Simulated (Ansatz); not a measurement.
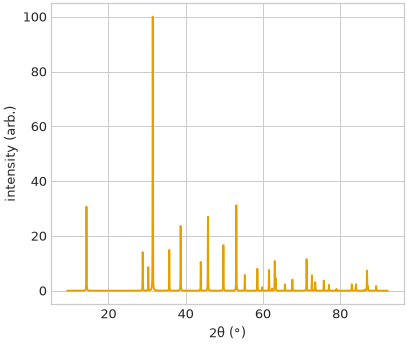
Figure: Simulated powder pattern, Cu Kα, λ = 1.54184 Å

The pattern belongs to a structure relaxed with PBE in the plane-wave PAW code Ansatz.

Task: Which compound is it?
A) MgTiNO, P4/nmm (Pearson symbol tP16)
B) SnTeO3, R3c (Sn on 6a, Te on 6a, O on 18b)
C) ZnSi2O, R3m (Zn on 3a, O on 3a, Si on 3a, Si on 3a)
D) Nb2O5, Pmmn (Nb on 4e, O on 2a, O on 4e, O on 4e)

Result: C, ZnSi2O, R3m (Zn on 3a, O on 3a, Si on 3a, Si on 3a)

The start of the workflow was typed in or built on a structure type; neither database checked (COD, Materials Project) lists it. Whether it is the stable phase at ambient conditions was not checked. Symmetry was held in the PBE relaxation; its stability against distortions is not shown here. The volume moved by 21 % from the start of the relaxation.

Potentials: the earlier of the program's two PAW sets.
